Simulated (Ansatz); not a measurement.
**H$_{6}$N$_{2}$OSi: density, localisation and related maps**

```xyz
10

Si   -0.0534    0.0293   -0.0868
O     0.1095   -0.2399    1.6347
H    -0.6712   -0.5582    2.1380
N     1.6337    0.0486   -0.5476
H     2.3474   -0.3637    0.0442
H     1.9600    0.4830   -1.4033
N    -0.7815    1.5158   -0.6806
H    -1.7325    1.5482   -1.0374
H    -0.3395    2.4236   -0.5605
H    -0.9925   -1.0386   -0.6326
```

Computed with Ansatz 0.2.0, RKS PBE/6-31G.

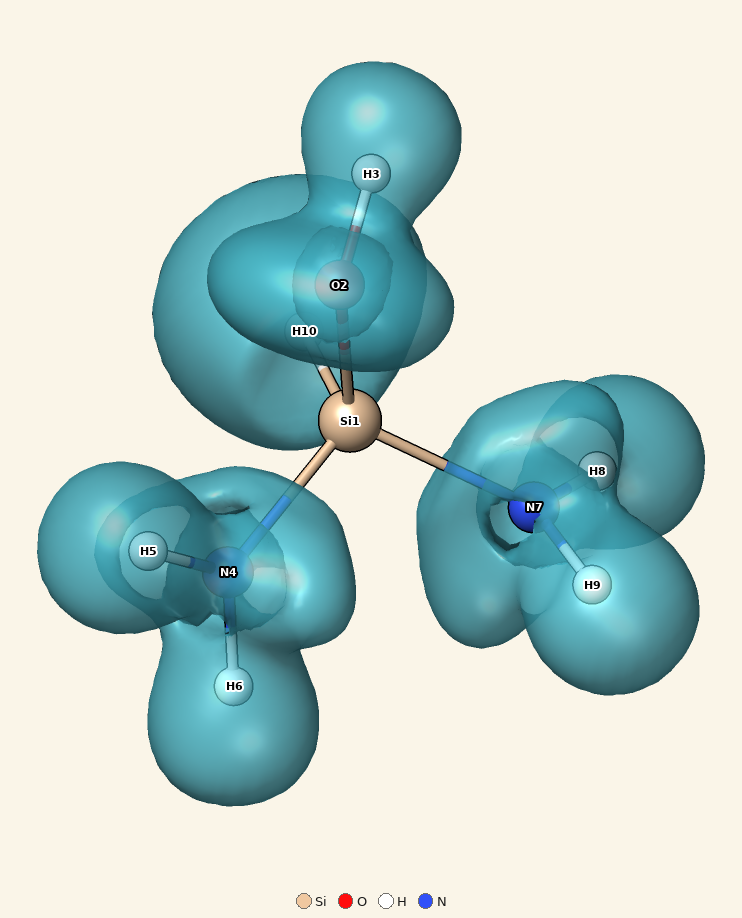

Figure 1. Isosurface of the electron localisation function at 0.75 (cyan), seen at a tilt. Only the valence region is drawn (cores and ρ < 0.01 e/Å³ removed).

**Identify the bonds, lone pairs and shells in this picture.**

The ELF exceeds this value in one region around a hydrogen nucleus, two joined regions spread over several atoms (H, N), in which their bonds and any lone pairs are merged and one joined region spread over several atoms (H, O), in which their bonds and any lone pairs are merged. Profiles from the grid: Si–N (1.75 Å): the ELF peaks at about 0.90 between the atoms, as expected for a shared but strongly polarised pair. Si–O (1.75 Å): the ELF peaks at about 0.85 between the atoms, as expected for a shared but strongly polarised pair.

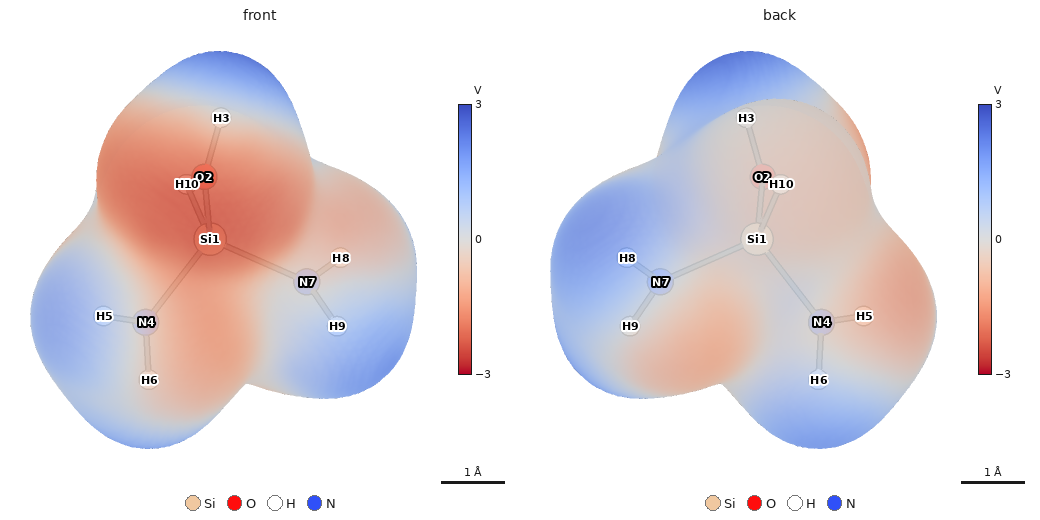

Figure 2. The electrostatic potential painted on the density surface at 0.002 e/bohr³, seen from the front and from behind; red is negative and blue positive.

**Describe the electrostatic potential map.**

The most negative region (about −2.3 V, or −53 kcal/mol for a unit charge) lies over O2, the most positive (about +2.2 V, or +51 kcal/mol for a unit charge) over H3. O2 is the likeliest acceptor of a hydrogen bond.

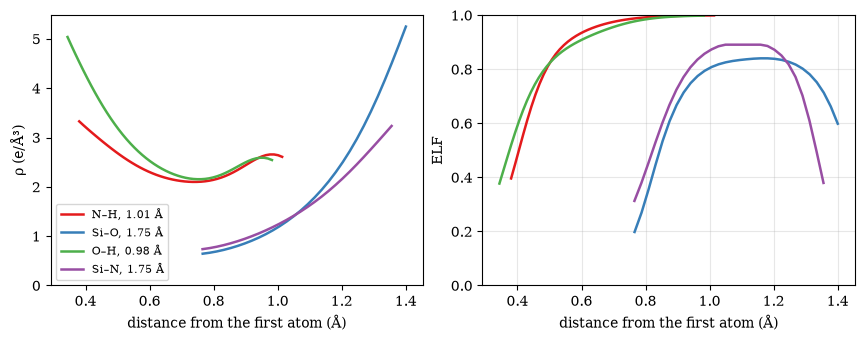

Figure 3. Total electron density and electron localisation function along straight lines between neighbouring atoms. The curves leave out the atomic cores.

**Compare the contacts.**

N–H (1.01 Å): the density is about 2.7 e/Å³ at the midpoint; the ELF climbs to about 1 towards the hydrogen, as it does in any bond to H; a covalent bond by its length.
Si–O (1.75 Å): ρ is about 0.8 e/Å³ halfway; the ELF peaks at about 0.85 between the atoms, as expected for a shared but strongly polarised pair.
O–H (0.98 Å): ρ at the midpoint is about 3.3 e/Å³; the ELF climbs to about 1 towards the hydrogen; a covalent bond by its length.
Si–N (1.75 Å): ρ is about 0.9 e/Å³ halfway; the ELF peaks at about 0.90 between the atoms; a polar covalent bond.

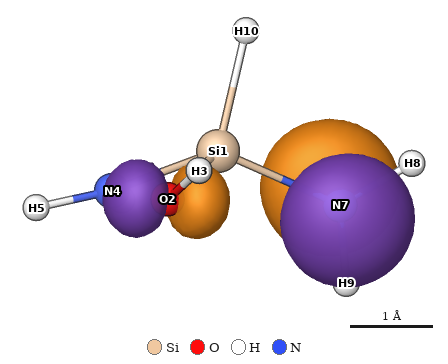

Figure 4. The HOMO−1 at ±0.2 Å⁻³ᐟ² (orange and purple are the two phases), seen from one side.

**What is the character of this orbital?**

By Hirshfeld shares it lies mainly on N7 (about 65 %) and O2 (about 10 %); largely a lone pair of N7. Its energy is −5.56 eV.
